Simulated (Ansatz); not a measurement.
# CsGeBr3 (Pm-3m): following an unstable mode, part 2 of 2

Aim: this structure of CsGeBr3 (Pm-3m) is to be tested for unstable modes, and one is followed downhill.

Ansatz 0.2.0; DFT PBEsol, scalar-relativistic, plane waves, PAW; PAW set soft_1.

So far. Step 4 (The mode frozen in, largest atomic shift 0.14 Å): The run ends at a pressure of 0.44 GPa, with forces up to 0.043 eV/Å. Step 5 (Energy along the mode, all amplitudes (two of the runs …): The lowest of the steps tried is at 0.14 Å, 0.951 meV/atom below the parent; the bottom of the well need not coincide with a step.

## Step 6: Relaxing from the distorted cell

Starting from the lowest point found, all atoms and the cell are let go, so that strain and other modes of the same symmetry can join in.

input.yaml

```yaml
crystal:
  lattice:
    - [5.4702110526, 0.0, 0.0]
    - [0.0, 5.4702110526, 0.0]
    - [0.0, 0.0, 5.4702110526]
  atoms:
    - { symbol: Cs, position: [4.11376e-05, -4.11376e-05, -4.11376e-05] }
    - { symbol: Ge, position: [0.5147762192, 0.4852237808, 0.4852237808] }
    - { symbol: Br, position: [0.4985420648, 0.5014579352, 0.0105836317] }
    - { symbol: Br, position: [0.4985420648, 0.0105836317, 0.5014579352] }
    - { symbol: Br, position: [-0.0105836317, 0.5014579352, 0.5014579352] }
kpoints:
  mp_grid: { grid: [12, 12, 12] }
hamiltonian:
  xc: pbesol
  pseudopotentials: { kind: paw, azcp: { folder: soft_1 }, xc_functional: pbe }
scf:
  occupations: { method: fixed }
output:
  forces: true
  stress: true
  eigenvalues: true
relax:
  adjacent_minimum: "off"
  f_tol: 0.002
  max_steps: 120
  cell: { stress_tol: 0.03 }
```

Launch:

```console
ansatz run input.yaml --threads 4 --pin off --max-ram 10240MiB --backend cpu --events-out ev --progress --plain --runs-dir out
```

Numbers of over 12 decimals in the logs are rounded to 6 here.

Output:

```text
[...]
Crystal: 5 atoms, lattice volume = 163.686 Å³
Basis set: ecut = 420 eV, 3191 PW (Γ), exchange–correlation on 80×80×80 points (8 copies of the dense FFT grid, shifted against one another)
Bands: 27, of which v1, the nominal top of the filled ones, is band 22 counted from 1 (21 counted from 0)
Symmetry: 6 space group operations
[...]
k-points: 189 of 1728 (time reversal used)
[...]
SCF iter   1: F=—  HF=-18055.610715 eV  |F-HF|=—  |Δ(HF+E_count)|=         —  Δρ=2.69e-2  dr2=2.32e0  ethr=3.10e-3  ⟨swp⟩=5.0  Hψ=20968  notcnv=0  defer=395
[...]
SCF iter   8: F=-18054.503252 eV  HF=-18054.503252 eV  |F-HF|=1.48e-8  |Δ(HF+E_count)|=   5.57e-7  Δρ=2.82e-6  dr2=1.66e-8  ethr=2.27e-10  ⟨swp⟩=12.1  Hψ=30280  notcnv=0
SCF 1 converged in 8 iterations: F = -18054.503252 eV  dr2 = 1.66e-8
[...]
relax step   1: F+E_penalty+E_count = -18054.50325231 eV  Δ(F+E_penalty+E_count) = +0.000e0 eV  max|allowed force component| = 2.880e-2 eV/Å  Δτ_max = 0.0000 Å  P = +0.444 GPa  Ω = 163.686 Å³  (8 SCF iters, dr2 threshold 1.00e-7 eV, accepted)
Crystal: 5 atoms, lattice volume = 165.554 Å³
Basis set: ecut = 420 eV, 3239 PW (Γ), exchange–correlation on 80×80×80 points (8 copies of the dense FFT grid, shifted against one another)
[...]
iter 1 solved again at ethr=1.10e-6 eV; its pass at ethr=3.10e-3 eV (dr2=4.84e-4 eV) is discarded
[...]
SCF iter   5: F=-18054.506866 eV  HF=-18054.506866 eV  |F-HF|=2.93e-8  |Δ(HF+E_count)|=   2.41e-7  Δρ=6.80e-6  dr2=9.72e-8  ethr=1.14e-9  ⟨swp⟩=10.1  Hψ=28325  notcnv=0
SCF 2 converged in 5 iterations: F = -18054.506866 eV  dr2 = 9.72e-8
relax step   2: F+E_penalty+E_count = -18054.50686589 eV  Δ(F+E_penalty+E_count) = -3.614e-3 eV  max|allowed force component| = 1.293e-3 eV/Å  Δτ_max = 0.0016 Å  P = +0.138 GPa  Ω = 165.554 Å³  energy of the carried Pulay correction = -1.049e-4 eV  (5 SCF iters, dr2 threshold 5.00e-7 eV, accepted)
Crystal: 5 atoms, lattice volume = 166.585 Å³
[...]
SCF iter   5: F=-18054.507520 eV  HF=-18054.507520 eV  |F-HF|=1.63e-8  |Δ(HF+E_count)|=   7.24e-8  Δρ=3.84e-6  dr2=1.92e-8  ethr=2.72e-10  ⟨swp⟩=10.1  Hψ=28638  notcnv=0
SCF 3 converged in 5 iterations: F = -18054.507520 eV  dr2 = 1.92e-8
relax step   3: F+E_penalty+E_count = -18054.50752034 eV  Δ(F+E_penalty+E_count) = -6.545e-4 eV  max|allowed force component| = 1.253e-2 eV/Å  Δτ_max = 0.0021 Å  P = -0.005 GPa  Ω = 166.585 Å³  energy of the carried Pulay correction = -1.623e-4 eV  (5 SCF iters, dr2 threshold 1.20e-7 eV, accepted)
[...]
relax step   4: F+E_penalty+E_count = -18054.50769410 eV  Δ(F+E_penalty+E_count) = -1.738e-4 eV  max|allowed force component| = 1.130e-2 eV/Å  Δτ_max = 0.0054 Å  P = -0.011 GPa  Ω = 166.755 Å³  energy of the carried Pulay correction = -1.717e-4 eV  (6 SCF iters, dr2 threshold 9.81e-9 eV, accepted)
[...]
relax step   5: F+E_penalty+E_count = -18054.50777668 eV  Δ(F+E_penalty+E_count) = -8.258e-5 eV  max|allowed force component| = 7.833e-3 eV/Å  Δτ_max = 0.0105 Å  P = +0.012 GPa  Ω = 167.385 Å³  energy of the carried Pulay correction = -2.066e-4 eV  (6 SCF iters, dr2 threshold 7.98e-9 eV, accepted)
[...]
relax step   6: F+E_penalty+E_count = -18054.50789399 eV  Δ(F+E_penalty+E_count) = -1.173e-4 eV  max|allowed force component| = 4.604e-4 eV/Å  Δτ_max = 0.0041 Å  P = -0.002 GPa  Ω = 167.307 Å³  energy of the carried Pulay correction = -2.023e-4 eV  (6 SCF iters, dr2 threshold 3.83e-9 eV, accepted)
[...]
SCF iter   5: F=-18054.508103 eV  HF=-18054.508103 eV  |F-HF|=7.28e-12  |Δ(HF+E_count)|=  4.47e-10  Δρ=4.55e-8  dr2=3.18e-12  ethr=1.00e-12  ⟨swp⟩=13.7  Hψ=33747  notcnv=0
SCF 7 converged in 5 iterations: F = -18054.508103 eV  dr2 = 3.18e-12
relax step   7: F+E_penalty+E_count = -18054.50810286 eV  Δ(F+E_penalty+E_count) = -2.089e-4 eV  max|allowed force component| = 3.687e-4 eV/Å  Δτ_max = 0.0000 Å  P = -0.002 GPa  Ω = 167.307 Å³  stress off target by 4.01e-3 GPa  SCF on the basis re-selected at this cell (its energy is not comparable with the rows above)  (5 SCF iters)
basis re-selected at this cell: Δ(F+E_penalty+E_count) = -2.089e-4 eV, ΔP = +0.000 GPa vs the last step (what re-selecting the basis moved, of the pressure what is left beyond the Pulay correction that the steps carried, after the strain that the cell walked since its last selection, with what the two solves' SCF thresholds leave and, on support functions, any second-order correction that the steps lacked; it is no m [...]
SCF converged after 5 iterations
Free energy (F): -18054.508103 eV
[...]
Internal energy: -18054.508103 eV  (E = F + TS)
E sigma→0 (E₀):  -18054.508103 eV
Fermi energy:    4.980258 eV
[...]
--- Forces (eV/Å), atoms counted from 1 ---
  atom   1  Cs    -0.00033131     0.00033131     0.00033131
  atom   2  Ge    -0.00002781     0.00002781     0.00002781
  atom   3  Br    -0.00000485     0.00000485    -0.00036863
  atom   4  Br    -0.00000485    -0.00036863     0.00000485
  atom   5  Br     0.00036863     0.00000485     0.00000485
  max |Σ_I F_I| component: 1.78e-7 eV/Å
--- Stress (GPa, compression-positive) ---
       -0.001671       0.001170       0.001170
        0.001170      -0.001671      -0.001170
        0.001170      -0.001170      -0.001671
  P = ⅓ Tr σ = -0.0017 GPa (-0.017 kbar)
--- Band table (eV; the first three rows and the last of 189) ---
  k-point 0: bands = [... 18 lower, 2.2232, 2.4595, 2.4617, 2.4617, 7.7336, 8.4253, 8.4253, 8.8946, ... 1 higher]
  k-point 1: bands = [... 18 lower, 2.2113, 2.4149, 2.4461, 2.4723, 7.8266, 8.4828, 8.4973, 8.9371, ... 1 higher]
  k-point 2: bands = [... 18 lower, 2.1775, 2.3501, 2.4045, 2.4630, 8.0899, 8.6515, 8.7032, 8.9840, ... 1 higher]
  k-point 188: bands = [... 18 lower, 2.8613, 2.8613, 2.8635, 4.9803, 5.5519, 5.6260, 5.6260, 9.2294, ... 1 higher]
--- Relaxed structure (6 steps of the walk, 6 accepted, 1 SCFs on fresh bases) ---
  F+E_penalty+E_count = -18054.50810286 eV   max|allowed force component| = 3.687e-4 eV/Å   (the final SCF, on the basis selected at the relaxed cell)
  cell:  # Å, volume = 167.3070 Å³
    - [5.510362, -0.024778, -0.024778]
    - [-0.024778, 5.510362, 0.024778]
    - [-0.024778, 0.024778, 5.510362]
  atoms:
    - { symbol: Cs, position: [0.000451002, -0.000451002, -0.000451002] }
    - { symbol: Ge, position: [0.516964, 0.483036, 0.483036] }
    - { symbol: Br, position: [0.497861, 0.502139, 0.011818] }
    - { symbol: Br, position: [0.497861, 0.011818, 0.502139] }
    - { symbol: Br, position: [-0.011818, 0.502139, 0.502139] }
```

Elapsed: 2.4 min, on 4 threads of Arm Neoverse V2, shared host; peak memory 0.98 GiB.

Relaxation path:

```tsv
step	energy less that of the first step (eV)	largest force component (eV/Å)	pressure (GPa)	volume (Å³)
1	0.0000	0.0288	0.44	163.69
2	-0.0036	0.0013	0.14	165.55
3	-0.0043	0.0125	0.00	166.58
4	-0.0044	0.0113	-0.01	166.75
5	-0.0045	0.0078	0.01	167.39
6	-0.0046	0.0005	0.00	167.31
7*	-0.0049	0.0004	0.00	167.31
```

Relaxation steps marked * repeat the geometry before them on a plane-wave basis chosen anew for their cell, so energy and pressure can jump there.

The run keeps the 6 symmetry operations that it works with, so distortions that break them were not tested.

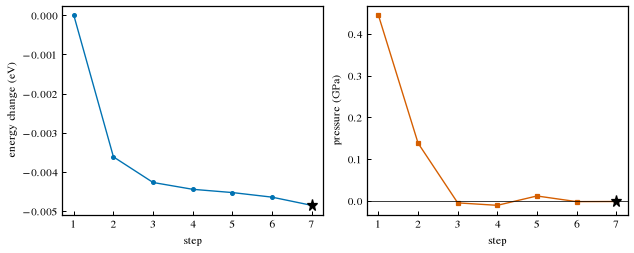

Energy and pressure along the relaxation. Stars mark steps on a basis chosen anew.

```tsv
conventional cell, symmetrised	before	after	change
a (Å)	7.736	7.758	+0.3 %
b (Å)	7.736	7.758	+0.3 %
c (Å)	9.475	9.630	+1.6 %
volume (Å³/atom)	32.74	33.46	+2.2 %
```

The atoms that moved most (Å, as changes of fractional coordinates times the final cell):

```tsv
atom	dx	dy	dz	length
Ge2	0.012	-0.012	-0.012	0.021
Br3	-0.004	0.004	0.007	0.009
Br4	-0.004	0.007	0.004	0.009
Br5	-0.007	0.004	0.004	0.009
```

This step gave:

```yaml
pressure: -0.001671 GPa
gap_on_the_k_mesh: 0.5716 eV
volume_per_atom: 33.46 Å³
```

The distorted start has space group R3m; the relaxation ends in R3m.

## Step 7: The new phase in its own primitive cell

The relaxed structure is symmetrised, reduced to its primitive cell and relaxed tightly, as its phonons need.

input.yaml, the sections that differ from step 6:

```yaml
crystal:
  lattice:
    - [3.8788937991, 2.239480379, 3.2100207496]
    - [-3.8788937991, 2.239480379, 3.2100207496]
    - [0.0, -4.4789607581, 3.2100207496]
  atoms:
    - { symbol: Cs, position: [0.0004510016, 0.0004510016, 0.0004510016] }
    - { symbol: Ge, position: [0.5169637268, 0.5169637268, 0.5169637268] }
    - { symbol: Br, position: [0.4978607491, 0.9881816281, 0.4978607491] }
    - { symbol: Br, position: [0.9881816281, 0.4978607491, 0.4978607491] }
    - { symbol: Br, position: [0.4978607491, 0.4978607491, 0.9881816281] }
relax:
  adjacent_minimum: "off"
  f_tol: 0.001
  max_steps: 60
  cell: { stress_tol: 0.01 }
# kpoints, hamiltonian, scf, output: as in step 6
```

Output:

```text
[...]
Crystal: 5 atoms, lattice volume = 167.307 Å³
Basis set: ecut = 420 eV, 3269 PW (Γ), exchange–correlation on 80×80×80 points (8 copies of the dense FFT grid, shifted against one another)
Bands: 27, of which v1, the nominal top of the filled ones, is band 22 counted from 1 (21 counted from 0)
Symmetry: 6 space group operations
[...]
cell:  # Å, volume = 167.3070 Å³
    - [3.878894, 2.239480, 3.210021]
    - [-3.878894, 2.239480, 3.210021]
    - [0.0, -4.478961, 3.210021]
  atoms:
    - { symbol: Cs, position: [0.0004510016, 0.0004510016, 0.0004510016] }
    - { symbol: Ge, position: [0.5169637268, 0.5169637268, 0.5169637268] }
    - { symbol: Br, position: [0.4978607491, 0.9881816281, 0.497861] }
    - { symbol: Br, position: [0.9881816281, 0.4978607491, 0.497861] }
    - { symbol: Br, position: [0.497861, 0.497861, 0.9881816281] }
[key lines of the parts left out:]
SCF converged after 6 iterations
Free energy (F): -18054.508103 eV
Fermi energy:    4.980256 eV
P = ⅓ Tr σ = -0.0017 GPa (-0.017 kbar)
```

The job ended after 49 s (4 threads; peak memory 0.97 GiB; 3.2 min of CPU time).

Little changed from the start: no atom moved by 0.005 Å and no cell edge by 0.1 %.

Numbers from this step:

| Item | Value |
| --- | --- |
| pressure | -0.001672 GPa |
| direct gap on mesh | 0.5716 eV |

The largest force component left is 0.57 meV/Å and the pressure is -0.002 GPa, within the tolerances set. The cell now holds 33.46 Å³/atom.

## Step 8: Results

* unstable mode of the parent: q = (0, 0, 0), 61i cm⁻¹
* depth at the lowest point sampled: 0.951 meV/atom
* largest atomic shift at that point: 0.14 Å
* space group reached (within 0.01 Å): R3m
* energy gained over the parent (first relaxation, on the mesh of the frozen mode): 1.92 meV/atom
* volume per atom, phase reached: 33.5 Å³
* gap on the k-mesh, phase reached: 0.572 eV

Along this mode the structure falls into R3m, 1.92 meV/atom below the parent. At the parent's cell the well is 0.951 meV/atom deep on the steps tried, with its lowest point at a shift of 0.14 Å. Relaxing atoms and cell changes the gain by +0.97 meV/atom against the lowest step (energies at zero smearing). The modes of the phase reached were not computed on this path. How so shallow a well moves with the k mesh was not tested. Of the 3 patterns followed to their end from this parent, this one reaches the lowest energy. Another end point lies within 1 meV/atom; how such a difference moves with mesh and cutoff was not tested. Each path keeps the symmetry of its pattern, so a lower phase may lie along a pattern not tried. With the field response the log warns that the k mesh is coarse for the force constants too, so the frequencies may not be converged. Spin-orbit coupling is left out, which can matter for the heavy elements here. The PAW files were made for PBE and serve the other functionals too.

[Logs are printed without paths, hosts, clocks, repeated set-up lines and the standing remarks that a program may print on its own settings, such as how far it seeks lower states.]

[Hosts, paths, dates, database ids (printed as entryN), source tags and the programs' standing remarks are cut or masked in the printed files.]
